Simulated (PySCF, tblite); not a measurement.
# C₅H₃FN₂O: geometry, infrared bands and NMR shifts

Aim: predict the infrared bands and NMR shifts of C₅H₃FN₂O (`O=Cc1ccnnc1F`).

The runs use tblite 0.8.0 and PySCF 2.14.0, with density-fitted response routines of our own; the level of theory stands in each step. All values are computed, except where a source is named. Atoms are numbered from 0 throughout.

**1. Starting geometry**

12 atoms, charge 0, multiplicity 1; geometry from: force field or distance geometry start.

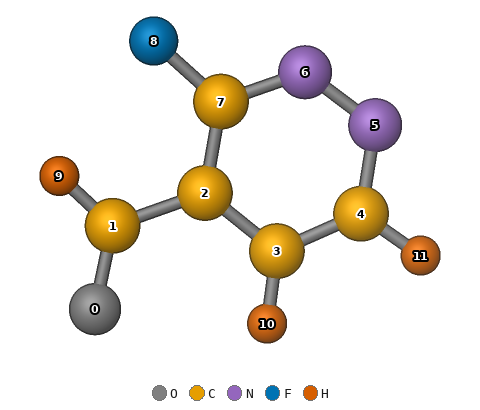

As it starts; oxygen grey, carbon amber, nitrogen purple, fluorine blue, hydrogen orange, atoms numbered.

**2. Geometry optimisation with GFN2-xTB**

Job settings and geometry (Å):

```
{"job": {"kind": "relax", "xc": "GFN2-xTB", "basis": "xTB"}, "charge": 0, "multiplicity": 1}
O     -2.239300    -1.562600    -0.505200
C     -1.903000    -0.381200    -0.162900
C     -0.492800    -0.003400    -0.008400
C      0.534500    -0.902200    -0.266000
C      1.824700    -0.451800    -0.089200
N      2.115100     0.807700     0.275500
N      1.112500     1.634200     0.495100
C     -0.172400     1.293000     0.376500
F     -1.125800     2.226800     0.630100
H     -2.656900     0.380800     0.061000
H      0.323800    -1.934200    -0.563100
H      2.680700    -1.107700    -0.269400
```

The run is started by

```bash
> OMP_NUM_THREADS=1 python probes_run.py task.json out
```

This one command runs all jobs of the session in turn.

Output:

```text
step      E/eV     max force
  0    -729.12962    4.764
  1    -729.27233    5.461
  2    -729.43289    1.100
  3    -729.45720    0.544
  4    -729.47525    0.463
  5    -729.48051    0.311
  6    -729.48582    0.106
  7    -729.48714    0.120
  8    -729.48787    0.099
  9    -729.48833    0.086
 10    -729.48880    0.063
 11    -729.48901    0.048
 12    -729.48908    0.020
 13    -729.48911    0.014
 14    -729.48914    0.016
 15    -729.48916    0.014
 16    -729.48918    0.018
 17    -729.48922    0.022
 18    -729.48926    0.024
 19    -729.48929    0.020
 20    -729.48931    0.012
 21    -729.48933    0.008
```

It took 0.23 s on 1 thread of Intel Xeon at 2.70GHz, shared host.

Step by step:

```
step  energy from step 0 (eV)  largest force (eV/Å)
   0                   0.0000                4.7638
   1                  -0.1427                5.4605
   2                  -0.3033                1.0999
   3                  -0.3276                0.5437
   4                  -0.3456                0.4635
   5                  -0.3509                0.3114
   6                  -0.3562                0.1065
   7                  -0.3575                0.1199
   8                  -0.3582                0.0993
   9                  -0.3587                0.0859
  10                  -0.3592                0.0631
  11                  -0.3594                0.0478
  12                  -0.3595                0.0203
  13                  -0.3595                0.0143
  14                  -0.3595                0.0162
  15                  -0.3595                0.0139
  16                  -0.3596                0.0177
  17                  -0.3596                0.0224
  18                  -0.3596                0.0235
  19                  -0.3597                0.0203
  20                  -0.3597                0.0119
  21                  -0.3597                0.0085
```

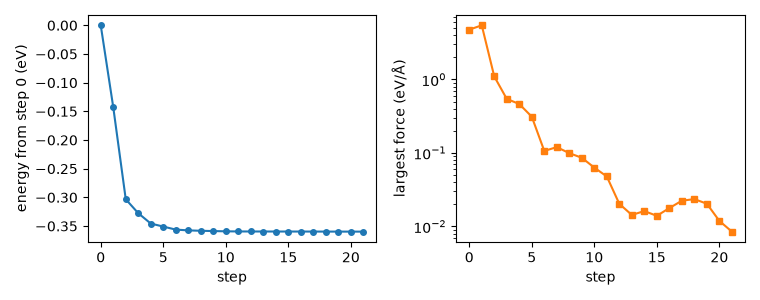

Energy and force, step by step.

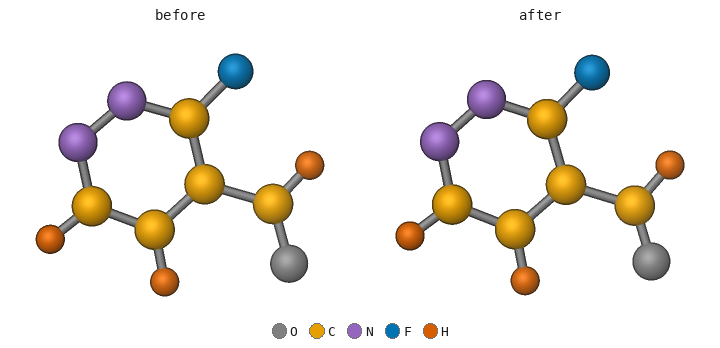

Before and after, at one scale.

Close pairs (by a distance rule), those that changed most:

```
  bond  before (Å)  after (Å)  change (Å)
 O0–C1       1.275      1.200      -0.075
 C7–F8       1.358      1.330      -0.028
 C4–N5       1.343      1.319      -0.024
 N6–C7       1.335      1.311      -0.023
 N5–N6       1.318      1.296      -0.021
 C3–C4       1.378      1.394      +0.016
 C2–C7       1.390      1.406      +0.016
C3–H10       1.094      1.080      -0.015
```

The next job starts from the end point, and lists it.

**3. Vibrational analysis with GFN2-xTB**

Job settings and geometry (Å):

```
{"job": {"kind": "ir", "xc": "GFN2-xTB", "basis": "xTB"}, "charge": 0, "multiplicity": 1}
O     -2.280084    -1.529214    -0.499602
C     -1.935340    -0.428745    -0.167953
C     -0.518378    -0.024708    -0.020098
C      0.527581    -0.908092    -0.257875
C      1.825558    -0.428166    -0.090107
N      2.084870     0.811004     0.278661
N      1.121925     1.649124     0.504645
C     -0.125216     1.268198     0.367374
F     -1.050054     2.190679     0.619440
H     -2.658382     0.374810     0.055086
H      0.317764    -1.923124    -0.560354
H      2.690955    -1.052451    -0.255244
```

Output:

```text
mode    cm-1     km/mol
  1      81.3     24.76
  2     119.5      0.08
  3     174.4      9.45
  4     238.6      0.11
  5     332.0      2.05
  6     382.3      0.71
  7     489.8      9.93
  8     496.1     19.42
  9     554.7      9.44
 10     621.5      6.02
 11     726.1      3.95
 12     820.4     29.84
 13     829.4     15.11
 14     869.9     13.87
 15     922.8      0.43
 16     932.2      0.02
 17    1086.5      6.29
 18    1143.9     37.05
 19    1189.5     74.48
 20    1199.9      0.51
 21    1250.2     46.98
 22    1359.8    179.23
 23    1376.8     15.58
 24    1404.8    106.43
 25    1526.2     46.83
 26    1528.4     24.34
 27    1757.6    248.10
 28    2822.2     63.87
 29    3087.7      0.49
 30    3095.5      5.58
```

Wall time 0.67 s (1 thread of Intel Xeon at 2.70GHz, shared host).

Which atoms move in the most intense modes:

```
cm⁻¹  km/mol                                atoms
1144    37.0  N6 33 %, H11 22 %, C2 19 %, C4 11 %
1190    74.5           H11 36 %, C2 18 %, C7 15 %
1250    47.0   C2 27 %, C4 14 %, C7 12 %, N5 12 %
1360   179.2                     H9 38 %, C7 31 %
1405   106.4   C4 22 %, C2 18 %, C7 15 %, N6 13 %
1526    46.8   C2 36 %, C3 18 %, N5 15 %, C4 13 %
1758   248.1                     C1 58 %, O0 40 %
2822    63.9                              H9 93 %
```

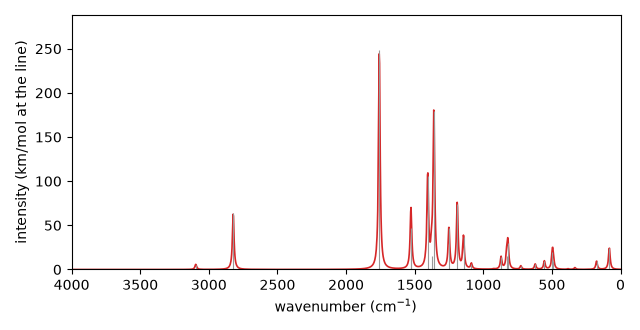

The infrared spectrum from these modes, unscaled. Lines are broadened to a width of 14 cm⁻¹ (Lorentzian).

**4. Nuclear shieldings: PBE0/pcSseg-1**

Same as in step 3 but for these lines:

```diff
@@ -1,2 +1,2 @@
-{"job": {"kind": "ir", "xc": "GFN2-xTB", "basis": "xTB"}, "charge": 0, "multiplicity": 1}
+{"job": {"kind": "nmr", "xc": "PBE0", "basis": "pcSseg-1"}, "charge": 0, "multiplicity": 1}
 O     -2.280084    -1.529214    -0.499602
```

Level: GIAO PBE0/pcSseg-1 NMR shielding, non-relativistic, gas phase.

Output:

```text
coarse grid: 11592 points
cycle   1  E = -476.0541057495  dE =  1.917e+00  |g| = 8.992e-01  |ddm| = 3.659e+00
cycle   2  E = -475.5325475359  dE =  5.216e-01  |g| = 1.852e+00  |ddm| = 3.317e+00
cycle   3  E = -476.2063638989  dE = -6.738e-01  |g| = 1.699e-01  |ddm| = 2.618e+00
cycle   4  E = -476.2101559961  dE = -3.792e-03  |g| = 1.059e-01  |ddm| = 2.162e-01
cycle   5  E = -476.2120503480  dE = -1.894e-03  |g| = 1.540e-02  |ddm| = 8.553e-02
cycle   6  E = -476.2120829824  dE = -3.263e-05  |g| = 8.825e-03  |ddm| = 2.619e-02
cycle   7  E = -476.2120997340  dE = -1.675e-05  |g| = 2.273e-03  |ddm| = 9.609e-03
cycle   8  E = -476.2121007069  dE = -9.729e-07  |g| = 8.896e-04  |ddm| = 2.506e-03
final grid: 116952 points
cycle   9  E = -476.2781678288  dE = -1.930e-05  |g| = 1.124e-02  |ddm| = 3.833e-02
cycle  10  E = -476.2781011230  dE =  6.671e-05  |g| = 2.204e-02  |ddm| = 3.065e-02
cycle  11  E = -476.2781921386  dE = -9.102e-05  |g| = 1.861e-03  |ddm| = 2.106e-02
cycle  12  E = -476.2781928429  dE = -7.042e-07  |g| = 4.793e-04  |ddm| = 2.102e-03
cycle  13  E = -476.2781928852  dE = -4.235e-08  |g| = 1.573e-04  |ddm| = 5.810e-04
cycle  14  E = -476.2781928900  dE = -4.753e-09  |g| = 6.305e-05  |ddm| = 2.052e-04
cycle  15  E = -476.2781928908  dE = -8.445e-10  |g| = 1.844e-05  |ddm| = 7.579e-05
converged SCF energy = -476.2781928908

GIAO shielding tensors (ppm)
atom      isotropic    diamagn.    paramagn.     s11        s22        s33       span
  0 O     -377.232     398.671    -775.903  -1085.222   -465.329    418.854   1504.075
  1 C       -6.573     241.379    -247.953    -98.877    -23.307    102.465    201.342
  2 C       66.183     267.705    -201.522    -20.508     54.046    165.011    185.519
  3 C       58.797     253.369    -194.572    -49.568     37.102    188.856    238.425
  4 C       29.878     250.837    -220.959    -99.972     39.488    150.118    250.091
  5 N     -238.295     320.565    -558.860   -753.850   -196.480    235.446    989.295
  6 N     -160.154     324.618    -484.772   -556.007   -140.221    215.765    771.772
  7 C       14.104     245.902    -231.798    -74.664     38.010     78.967    153.631
  8 F      266.964     474.153    -207.189    142.453    305.780    352.659    210.206
  9 H       20.996      27.037      -6.041     17.527     21.579     23.882      6.355
 10 H       23.769      32.480      -8.711     20.039     23.111     28.155      8.116
 11 H       21.745      29.003      -7.258     18.570     19.656     27.010      8.440
```

It took 51 s on 1 thread of Intel Xeon at 2.70GHz, shared host; peak memory 0.79 GiB.

Shifts follow as δ = σ(reference) − σ, with reference shieldings (ppm) from runs at the same level and on the same kind of geometry: 1H TMS 31.72, 13C TMS 186.9, 19F CFCl3 170.9, 15N NH3 267.7, 17O H2O 336.1. The references are single molecules in the gas phase, so shifts against H2O, NH3, PH3, H3PO4 or CFCl3 are not on the usual liquid scales and can be off by tens of ppm.

```
atoms                                         environment  σ (ppm)  δ (ppm)  δ scaled to CDCl3
   C1                            aldehyde carbonyl carbon     -6.6    193.5              186.9
   C7                    aromatic carbon bearing fluorine     14.1    172.8              166.8
   C4                 aromatic CH next to a ring nitrogen     29.9    157.0              151.4
   C3                                         aromatic CH     58.8    128.1              123.1
   C2                         substituted aromatic carbon     66.2    120.7              115.9
   H9             hydrogen on an aldehyde carbonyl carbon    21.00    10.72              10.21
  H11  hydrogen on an aromatic CH next to a ring nitrogen    21.75     9.97               9.51
  H10                          hydrogen on an aromatic CH    23.77     7.95               7.60
   O0                                     aldehyde oxygen   -377.2    713.3                  –
   N5                         pyridine-type ring nitrogen   -238.3    506.0                  –
   N6                         pyridine-type ring nitrogen   -160.2    427.9                  –
   F8                                       aryl fluorine    267.0    -96.0                  –
```

The scaled column applies a straight-line fit of computed shieldings to shifts measured in CDCl3, and one for carbons that bear F (root-mean-square error 0.16 ppm for H, 1.9 ppm for C).

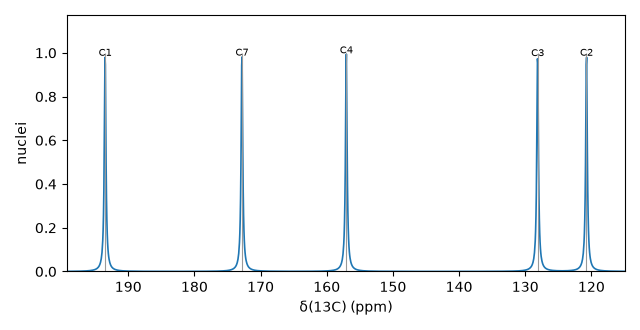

13C lines at the computed shifts, without couplings. Lines are broadened to a width of 0.29 ppm (Lorentzian).

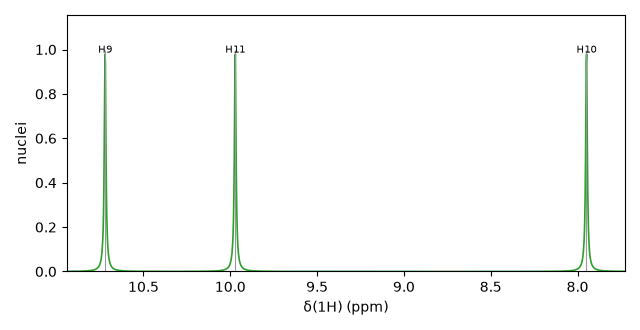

1H lines at the computed shifts, without couplings. Lines are broadened to a width of 0.01 ppm (Lorentzian).

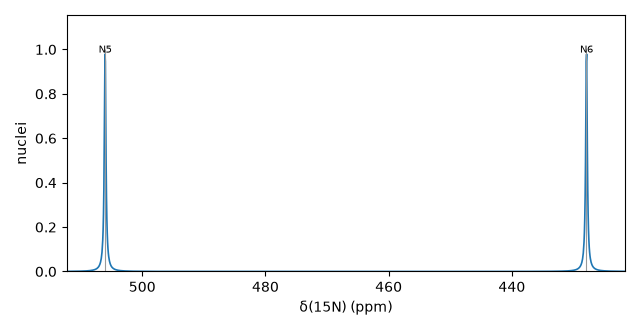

15N lines at the computed shifts, without couplings. Lines are broadened to a width of 0.31 ppm (Lorentzian).

Charges from the same density, by scheme (e):

```
atoms  Mulliken    IAO  Hirshfeld  ESP fit
   O0     -0.33  -0.37      -0.20    -0.37
   C1      0.41   0.25       0.13     0.29
   C2     -0.51  -0.10      -0.02    -0.01
   C3      0.02  -0.11      -0.01    -0.30
   C4      0.14  -0.04       0.02     0.38
   N5     -0.21  -0.12      -0.08    -0.33
   N6     -0.24  -0.16      -0.12    -0.31
   C7      0.63   0.40       0.15     0.61
   F8     -0.24  -0.24      -0.05    -0.25
```

Mulliken charges:

```
atom  value (e)
  O0      -0.33
  C1       0.41
  C2      -0.51
  C3       0.02
  C4       0.14
  N5      -0.21
  N6      -0.24
  C7       0.63
  F8      -0.24
  H9       0.09
 H10       0.11
 H11       0.12
```

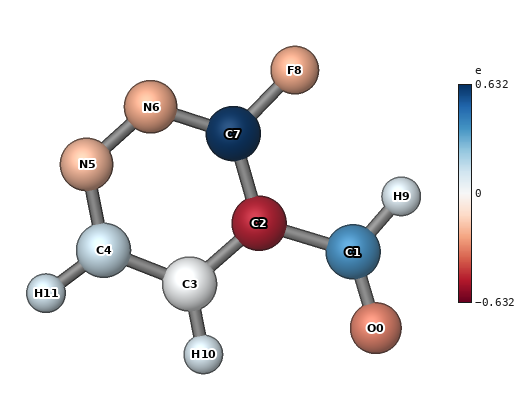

Mulliken charges, as colours on the atoms.

Mayer bond orders: O0–C1 2.02, C1–C2 0.98, C2–C3 1.39, C3–C4 1.34, C4–N5 1.50, N5–N6 1.30, N6–C7 1.50, C7–F8 0.99, C7–C2 1.25.

Ring of atoms C2, C3, C4, N5, N6, C7: NICS(0) -7.1, NICS(1) -11.3, NICS(1)zz -26.4 ppm (means of both faces).

Orbitals, density, ELF and potential are computed afterwards from the orbital file.

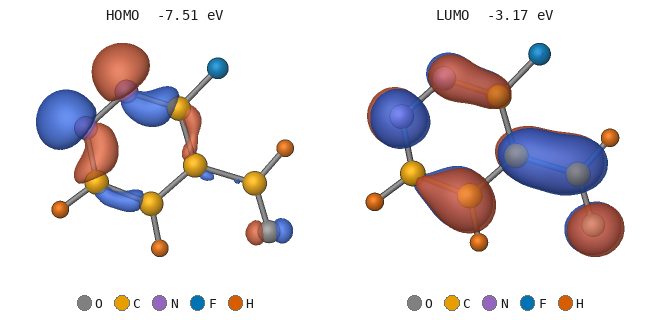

PBE0/pcSseg-1 orbitals near the gap, drawn at the value that encloses 70 % of each; the two colours are the two signs.

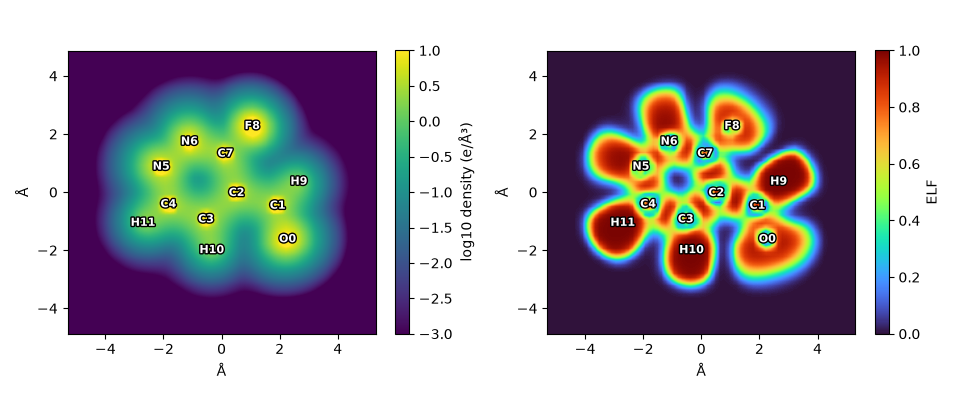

Density (left) and ELF (right) in a plane through or near 12 of the atoms.

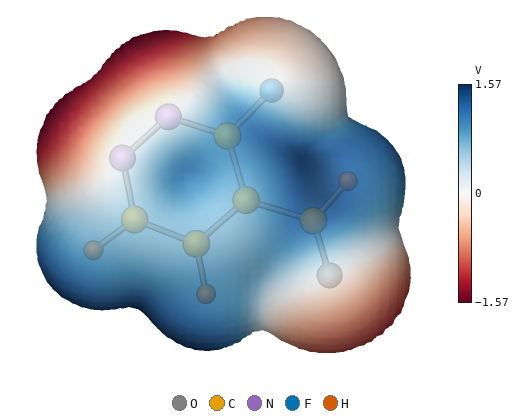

The potential that a unit positive charge feels on the 0.002 e/bohr³ surface, from the 1st to the 99th percentile, from -1.57 V near N6 to 1.53 V near H10.

**5. Results**

| quantity | value |
| --- | --- |
| strongest single infrared mode (GFN2-xTB) | 1758 cm⁻¹, 248 km/mol |
| zero-point energy (GFN2-xTB) | 46.3 kcal/mol |
| 13C shifts against TMS (PBE0/pcSseg-1) | 193.5, 172.8, 157.0, 128.1, 120.7 ppm |
| 1H shifts against TMS (PBE0/pcSseg-1) | 10.72, 9.97, 7.95 ppm |
| 17O shifts against H2O (PBE0/pcSseg-1) | 713.3 ppm |
| 15N shifts against NH3 (PBE0/pcSseg-1) | 506.0, 427.9 ppm |
| 19F shifts against CFCl3 (PBE0/pcSseg-1) | -96.0 ppm |
| surface potential, 1st and 99th percentile | -1.57 V and 1.53 V |

Over 21 steps the energy fell by 0.360 eV; of the close pairs, O0–C1 changed most, 1.275 to 1.200 Å. No mode is imaginary among the 30: a minimum at this level. The strongest single mode, at 1758 cm⁻¹, moves mainly C1 and O0. Unscaled tight-binding wavenumbers are off by several per cent, some by more. Its intensities can rank the bands wrongly. C1 (aldehyde carbonyl carbon) lies farthest downfield among carbon, at 193.5 ppm; low-lying n→π* states of the double bond to the heteroatom give a large paramagnetic term (-248 ppm). H9 (hydrogen on an aldehyde carbonyl carbon) lies farthest downfield among hydrogen, at 10.72 ppm; the formyl region, downfield of aromatic protons. At PBE0/pcSseg-1: The largest span, 1504 ppm, is at O0, where the paramagnetic term is -776 ppm. NICS(1)zz of -26 ppm above the planar ring from C2 marks a diatropic (aromatic) ring current. At PBE0/pcSseg-1, counted by nearest atom on the grid, the HOMO lies on N5, N6 about 37 % each; C4, C7 about 6 % each, the LUMO on N5 18 %; C1, C2, C3 about 15 % each.
